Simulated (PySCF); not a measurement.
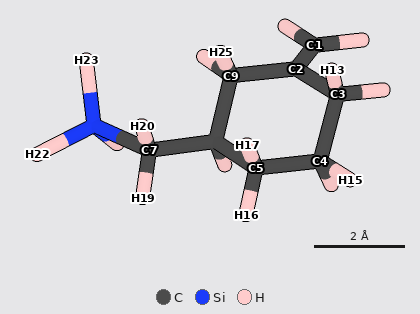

**Figure 1.** The input geometry (stick view, seen at a tilt; atoms are numbered from 1 in the order of the input).

# Geometry relaxation, with input and output: C$_{8}$H$_{16}$Si

- system: C$_{8}$H$_{16}$Si
- method: PBE0-D3(BJ)/def2-SVP geometry optimisation, gas phase (PySCF 2.14.0)

It belongs to a series of runs on one base structure; here: constitutional isomer.

## The program's output
```
step   0  E = -603.16048229  max force = 0.038751
step   1  E = -603.16782820  max force = 0.006177
step   2  E = -603.16803690  max force = 0.001010
step   3  E = -603.16808940  max force = 0.000919
step   4  E = -603.16814297  max force = 0.001525
step   5  E = -603.16818157  max force = 0.000894
step   6  E = -603.16819647  max force = 0.000380
optimisation converged
```

## Trajectory as extended XYZ (Å, eV, eV/Å), 7 frames, from step=0 to step=6
```
25
Properties=species:S:1:pos:R:3:forces:R:3 step=0 energy=-16412.83272
C    -1.8891    1.4840    1.5272   -1.3614   0.8494   1.3842
C    -1.5170    0.7814    0.4884    0.2935  -0.6424  -1.3313
C    -2.3693   -0.2956   -0.1374    1.5958  -0.1415   0.1770
C    -1.5593   -1.6198   -0.0709   -1.9927  -0.1636  -0.5866
C    -0.2301   -1.4984   -0.7453    0.3330   1.0249   0.9803
C     0.6047   -0.3909   -0.0718    0.3400  -0.1341  -0.3406
C     1.9946   -0.2871   -0.7250   -0.4879   0.3722   0.5496
Si    3.1929    0.9442    0.1073   -0.7389  -0.5701  -0.7167
C    -0.1577    0.9370   -0.1160   -0.2756  -0.9230  -0.6061
H    -2.8849    1.3782    1.9779    0.0625  -0.1470  -0.0825
H    -1.2924    2.2664    1.9693    0.5466   0.2946   0.1609
H    -3.3021   -0.3782    0.3920   -0.7731  -0.1242   0.3288
H    -2.5730   -0.0330   -1.1854   -0.0565  -0.0318  -0.1605
H    -1.4739   -1.9049    0.9856    0.2215  -0.0574   0.1322
H    -2.1802   -2.4154   -0.5573    0.3688   0.2497   0.2460
H     0.3013   -2.4321   -0.6675    0.4832  -0.7528  -0.1494
H    -0.3575   -1.2392   -1.7952   -0.0283  -0.0244  -0.5396
H     0.7333   -0.6537    0.9924   -0.0078  -0.1041   0.0630
H     2.4431   -1.2845   -0.7199    0.2847  -0.2235  -0.0522
H     1.8310   -0.0085   -1.7715    0.2162   0.0710  -0.3559
H     3.0529    0.8098    1.5570    0.0374   0.0154   0.6563
H     4.5507    0.5986   -0.3180    0.6180  -0.0169  -0.0780
H     2.8823    2.3292   -0.2999   -0.0051   0.3590  -0.0292
H     0.4053    1.7178    0.3655    0.3738   0.6632   0.4444
H    -0.2532    1.2068   -1.1820   -0.0475   0.1574  -0.0942
25
Properties=species:S:1:pos:R:3:forces:R:3 step=1 energy=-16413.03261
C    -2.0257    1.5039    1.6803    0.1163  -0.0564  -0.1591
C    -1.6400    0.7862    0.6183   -0.0163   0.0059   0.1150
C    -2.4972   -0.2782   -0.0023   -0.3176  -0.0493  -0.0166
C    -1.7711   -1.6232   -0.0667    0.2174   0.2021   0.0950
C    -0.3937   -1.4793   -0.7081    0.0153  -0.1931  -0.0844
C     0.4669   -0.4065   -0.0420   -0.0576   0.0306   0.0687
C     1.8365   -0.2904   -0.7115    0.0367  -0.0748  -0.0473
Si    3.0505    0.9153    0.0978   -0.0228  -0.0002   0.0406
C    -0.2900    0.9284   -0.0213    0.1326   0.1607   0.0928
H    -3.0050    1.3525    2.1364   -0.0961   0.0086   0.0481
H    -1.3766    2.2658    2.1199    0.0183   0.0116   0.0138
H    -3.4501   -0.3754    0.5512    0.1395   0.0202  -0.1183
H    -2.7552    0.0315   -1.0356    0.0195  -0.0067   0.0788
H    -1.6550   -2.0133    0.9590   -0.0047  -0.0203   0.0007
H    -2.3733   -2.3531   -0.6238   -0.0696  -0.0874  -0.0260
H     0.1422   -2.4468   -0.6746   -0.0701   0.0920  -0.0489
H    -0.5129   -1.2247   -1.7805    0.0303  -0.0116   0.0701
H     0.6177   -0.7089    1.0125    0.0082   0.0128  -0.0202
H     2.3189   -1.2856   -0.7246   -0.0013   0.0678   0.0047
H     1.7076   -0.0069   -1.7730    0.0375   0.0031   0.0275
H     2.9609    0.8024    1.5889    0.0036  -0.0054  -0.0067
H     4.4570    0.6060   -0.3093   -0.0261  -0.0167  -0.0318
H     2.7710    2.3369   -0.2734   -0.0112   0.0026  -0.0063
H     0.2968    1.7125    0.4931   -0.0626  -0.1173  -0.0364
H    -0.4131    1.2656   -1.0672   -0.0193   0.0212  -0.0538
25
Properties=species:S:1:pos:R:3:forces:R:3 step=2 energy=-16413.03829
C    -2.0229    1.5072    1.6764    0.0074   0.0172  -0.0125
C    -1.6416    0.7840    0.6186   -0.0128  -0.0217   0.0133
C    -2.5010   -0.2795   -0.0049   -0.0519  -0.0092   0.0000
C    -1.7663   -1.6210   -0.0632    0.0369   0.0343  -0.0153
C    -0.3925   -1.4839   -0.7109   -0.0182  -0.0235   0.0015
C     0.4669   -0.4102   -0.0423   -0.0115   0.0036  -0.0101
C     1.8373   -0.2904   -0.7112   -0.0107  -0.0262  -0.0080
Si    3.0425    0.9168    0.1025    0.0045   0.0144   0.0177
C    -0.2886    0.9261   -0.0180    0.0308   0.0188  -0.0046
H    -3.0067    1.3758    2.1366    0.0044  -0.0125  -0.0122
H    -1.3633    2.2628    2.1129   -0.0016   0.0061   0.0079
H    -3.4521   -0.3767    0.5415    0.0145  -0.0031  -0.0147
H    -2.7554    0.0297   -1.0366    0.0177   0.0021   0.0029
H    -1.6483   -2.0103    0.9629   -0.0013   0.0048   0.0001
H    -2.3715   -2.3570   -0.6162   -0.0104  -0.0211   0.0303
H     0.1387   -2.4503   -0.6831   -0.0121   0.0097  -0.0126
H    -0.5112   -1.2275   -1.7807    0.0022   0.0127   0.0073
H     0.6187   -0.7141    1.0110    0.0081   0.0043  -0.0016
H     2.3267   -1.2801   -0.7276    0.0024   0.0052   0.0127
H     1.7126   -0.0017   -1.7710    0.0154   0.0058  -0.0001
H     2.9614    0.7947    1.5930    0.0058  -0.0026  -0.0025
H     4.4444    0.6112   -0.3204   -0.0018  -0.0002  -0.0161
H     2.7527    2.3383   -0.2628   -0.0032  -0.0002   0.0041
H     0.2977    1.7020    0.5011   -0.0110  -0.0225   0.0096
H    -0.4109    1.2689   -1.0641   -0.0036   0.0040   0.0030
25
Properties=species:S:1:pos:R:3:forces:R:3 step=3 energy=-16413.03972
C    -2.0286    1.5089    1.6716   -0.0399   0.0050   0.0107
C    -1.6423    0.7838    0.6177    0.0153  -0.0036  -0.0100
C    -2.5022   -0.2793   -0.0066    0.0473   0.0025  -0.0038
C    -1.7645   -1.6188   -0.0584   -0.0245  -0.0269  -0.0388
C    -0.3938   -1.4840   -0.7111   -0.0113   0.0223   0.0207
C     0.4679   -0.4117   -0.0420    0.0045  -0.0051  -0.0229
C     1.8386   -0.2906   -0.7113   -0.0231   0.0019   0.0087
Si    3.0446    0.9162    0.1024    0.0046   0.0044  -0.0022
C    -0.2860    0.9255   -0.0137   -0.0186  -0.0267  -0.0296
H    -3.0174    1.3706    2.1197    0.0182   0.0199   0.0118
H    -1.3755    2.2666    2.1151   -0.0074  -0.0099  -0.0038
H    -3.4538   -0.3755    0.5360   -0.0261  -0.0043   0.0147
H    -2.7518    0.0276   -1.0395    0.0101   0.0049  -0.0166
H    -1.6441   -2.0031    0.9692    0.0071   0.0141   0.0056
H    -2.3719   -2.3604   -0.6032    0.0099  -0.0035   0.0277
H     0.1351   -2.4505   -0.6875    0.0099  -0.0178  -0.0041
H    -0.5144   -1.2249   -1.7794   -0.0073   0.0155  -0.0097
H     0.6213   -0.7177    1.0102    0.0053   0.0004   0.0042
H     2.3303   -1.2785   -0.7301   -0.0004  -0.0120   0.0126
H     1.7153    0.0024   -1.7699    0.0074   0.0006  -0.0079
H     2.9769    0.7859    1.5926    0.0062  -0.0032   0.0000
H     4.4420    0.6142   -0.3377    0.0021   0.0061  -0.0063
H     2.7482    2.3386   -0.2539   -0.0024  -0.0004   0.0068
H     0.2995    1.6960    0.5117    0.0065   0.0121   0.0204
H    -0.4059    1.2734   -1.0587    0.0065   0.0038   0.0115
25
Properties=species:S:1:pos:R:3:forces:R:3 step=4 energy=-16413.04117
C    -2.0394    1.5122    1.6645   -0.0076   0.0218   0.0258
C    -1.6457    0.7825    0.6163   -0.0084  -0.0047  -0.0111
C    -2.5025   -0.2814   -0.0116    0.0784   0.0096   0.0041
C    -1.7621   -1.6191   -0.0543   -0.0601  -0.0576  -0.0300
C    -0.3948   -1.4843   -0.7117    0.0053   0.0359   0.0206
C     0.4683   -0.4142   -0.0407    0.0119  -0.0050  -0.0167
C     1.8386   -0.2905   -0.7103   -0.0154   0.0287   0.0162
Si    3.0474    0.9154    0.1023   -0.0004  -0.0093  -0.0206
C    -0.2847    0.9234   -0.0065   -0.0431  -0.0410  -0.0227
H    -3.0296    1.3827    2.1117    0.0079  -0.0045  -0.0133
H    -1.3860    2.2691    2.1087    0.0004  -0.0025  -0.0020
H    -3.4570   -0.3766    0.5248   -0.0417  -0.0025   0.0202
H    -2.7432    0.0223   -1.0474    0.0001   0.0061  -0.0177
H    -1.6382   -1.9946    0.9762    0.0153   0.0188   0.0091
H    -2.3699   -2.3689   -0.5877    0.0166   0.0099   0.0093
H     0.1335   -2.4509   -0.6940    0.0195  -0.0260  -0.0004
H    -0.5188   -1.2202   -1.7783   -0.0105   0.0105  -0.0137
H     0.6236   -0.7237    1.0102    0.0001  -0.0021   0.0055
H     2.3324   -1.2772   -0.7323   -0.0052  -0.0171   0.0091
H     1.7160    0.0079   -1.7675    0.0018  -0.0090  -0.0099
H     3.0012    0.7714    1.5919    0.0059  -0.0046   0.0022
H     4.4389    0.6227   -0.3629    0.0026   0.0096   0.0028
H     2.7402    2.3395   -0.2375   -0.0030   0.0004   0.0077
H     0.2985    1.6880    0.5290    0.0174   0.0282   0.0157
H    -0.3993    1.2793   -1.0493    0.0122   0.0064   0.0096
25
Properties=species:S:1:pos:R:3:forces:R:3 step=5 energy=-16413.04222
C    -2.0495    1.5172    1.6579   -0.0185  -0.0049   0.0083
C    -1.6491    0.7821    0.6158    0.0153   0.0030  -0.0142
C    -2.5011   -0.2833   -0.0162    0.0355   0.0089   0.0147
C    -1.7599   -1.6209   -0.0506   -0.0460  -0.0370   0.0038
C    -0.3947   -1.4842   -0.7110    0.0130   0.0162   0.0040
C     0.4685   -0.4160   -0.0378    0.0058   0.0045  -0.0021
C     1.8372   -0.2905   -0.7088    0.0084   0.0305   0.0068
Si    3.0506    0.9134    0.1000   -0.0031  -0.0107  -0.0191
C    -0.2839    0.9219    0.0017   -0.0237  -0.0252   0.0001
H    -3.0442    1.3904    2.0952    0.0001  -0.0015   0.0003
H    -1.3989    2.2742    2.1059    0.0016  -0.0018  -0.0074
H    -3.4602   -0.3769    0.5140   -0.0192  -0.0007   0.0030
H    -2.7329    0.0180   -1.0552   -0.0058   0.0025  -0.0035
H    -1.6315   -1.9862    0.9832    0.0116   0.0129   0.0037
H    -2.3664   -2.3778   -0.5744    0.0076   0.0139  -0.0078
H     0.1353   -2.4507   -0.6990    0.0079  -0.0084   0.0003
H    -0.5228   -1.2149   -1.7763   -0.0043   0.0009  -0.0041
H     0.6256   -0.7292    1.0119   -0.0029  -0.0016   0.0011
H     2.3308   -1.2775   -0.7334   -0.0060  -0.0089   0.0041
H     1.7132    0.0107   -1.7653    0.0001  -0.0158  -0.0053
H     3.0282    0.7537    1.5885    0.0048  -0.0053   0.0021
H     4.4363    0.6339   -0.3900    0.0016   0.0075   0.0042
H     2.7309    2.3394   -0.2197   -0.0035   0.0011   0.0063
H     0.2974    1.6823    0.5463    0.0105   0.0134  -0.0012
H    -0.3916    1.2856   -1.0390    0.0092   0.0064   0.0020
25
Properties=species:S:1:pos:R:3:forces:R:3 step=6 energy=-16413.04263
C    -2.0616    1.5181    1.6519    0.0196   0.0108   0.0037
C    -1.6507    0.7822    0.6143   -0.0166   0.0015   0.0056
C    -2.5002   -0.2840   -0.0183    0.0053  -0.0105  -0.0082
C    -1.7588   -1.6216   -0.0468   -0.0079  -0.0052   0.0187
C    -0.3941   -1.4831   -0.7088    0.0081  -0.0055  -0.0078
C     0.4698   -0.4159   -0.0349   -0.0060   0.0058   0.0072
C     1.8372   -0.2906   -0.7081    0.0127   0.0155  -0.0036
Si    3.0552    0.9111    0.0962   -0.0026  -0.0034  -0.0048
C    -0.2823    0.9221    0.0073   -0.0100   0.0022   0.0162
H    -3.0591    1.3900    2.0824   -0.0008  -0.0039  -0.0041
H    -1.4161    2.2776    2.1024    0.0030   0.0037   0.0016
H    -3.4629   -0.3758    0.5074    0.0101   0.0030  -0.0075
H    -2.7268    0.0152   -1.0593   -0.0075  -0.0040   0.0028
H    -1.6265   -1.9788    0.9895    0.0010   0.0006  -0.0025
H    -2.3641   -2.3822   -0.5656    0.0013   0.0039  -0.0140
H     0.1374   -2.4493   -0.7005   -0.0043   0.0064   0.0009
H    -0.5252   -1.2108   -1.7733    0.0020  -0.0051   0.0033
H     0.6278   -0.7311    1.0143   -0.0010  -0.0004  -0.0023
H     2.3291   -1.2788   -0.7335   -0.0043  -0.0001   0.0032
H     1.7109    0.0096   -1.7647    0.0012  -0.0139  -0.0013
H     3.0525    0.7371    1.5834    0.0030  -0.0046  -0.0001
H     4.4368    0.6440   -0.4121   -0.0005   0.0029  -0.0003
H     2.7249    2.3385   -0.2052   -0.0034   0.0007   0.0040
H     0.2979    1.6805    0.5573   -0.0034  -0.0034  -0.0078
H    -0.3839    1.2910   -1.0320    0.0009   0.0029  -0.0027
```

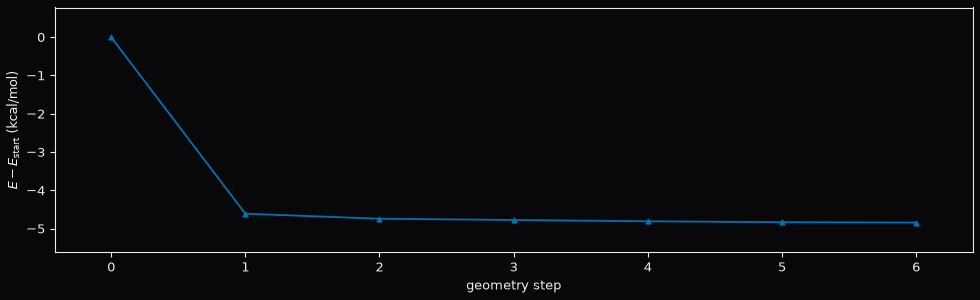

**Figure 2.** Progress of the relaxation, step by step (steps are counted from 0).

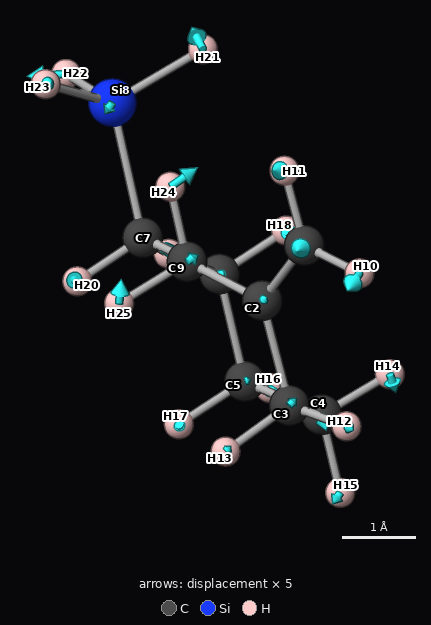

**Figure 3.** The starting structure with the displacements as teal arrows, magnified 5 times (ball-and-stick view, seen at a tilt). The two geometries are laid on each other by the best rigid fit. After 6 geometry steps the energy has fallen by 4.84 kcal/mol. Largest force component: 2 eV/Å at the start, 0.02 eV/Å at the end. The largest moves after the best rigid fit, 0.11 Å, are those of H21 and H22. By element the largest moves are H 0.11 Å, C 0.10 Å, Si 0.04 Å. Among the contacts that change: Si8–H21 1.463 → 1.497 Å, C1–C2 1.308 → 1.337 Å, C4–C5 1.495 → 1.523 Å, C3–H12 1.076 → 1.101 Å. Among the angles that change: C2–C3–C4 107.2° → 110.8°, C5–C4–H14 112.7° → 109.3°, H10–C1–H11 113.8° → 117.2°. (Atoms are counted from 1 in the order of the input.)

The run was set up as follows.

## Input
```
{"job": {"xc": "PBE0", "basis": "def2-SVP", "d3": "d3bj", "grid": 1, "shake": 0.01, "kind": "geom"}, "charge": 0, "multiplicity": 1}
C     -1.889130     1.483960     1.527240
C     -1.516990     0.781360     0.488440
C     -2.369290    -0.295590    -0.137370
C     -1.559260    -1.619770    -0.070920
C     -0.230110    -1.498380    -0.745320
C      0.604700    -0.390890    -0.071770
C      1.994600    -0.287130    -0.725020
Si     3.192890     0.944190     0.107290
C     -0.157720     0.937020    -0.116020
H     -2.884920     1.378160     1.977940
H     -1.292390     2.266440     1.969300
H     -3.302120    -0.378240     0.391950
H     -2.573030    -0.033000    -1.185410
H     -1.473910    -1.904900     0.985580
H     -2.180210    -2.415410    -0.557330
H      0.301300    -2.432060    -0.667520
H     -0.357530    -1.239190    -1.795240
H      0.733350    -0.653660     0.992380
H      2.443070    -1.284520    -0.719920
H      1.831040    -0.008530    -1.771540
H      3.052940     0.809800     1.557030
H      4.550660     0.598600    -0.318050
H      2.882310     2.329170    -0.299880
H      0.405310     1.717820     0.365470
H     -0.253160     1.206800    -1.181980
```

The first line tells a small driver script what to run in PySCF; the rest is the geometry in Å.

Launched with:
```bash
OMP_NUM_THREADS=1 python <driver script> task.json out
```

## Results in brief

| quantity | value |
| --- | --- |
| outcome | converged |
| total energy | −603.168196 hartree |
| dipole moment | 1.24 D |
| point group | C1 |
| hardware | 1 CPU thread, shared host |
| wall time | 3 min |
| peak memory | 1 GiB |
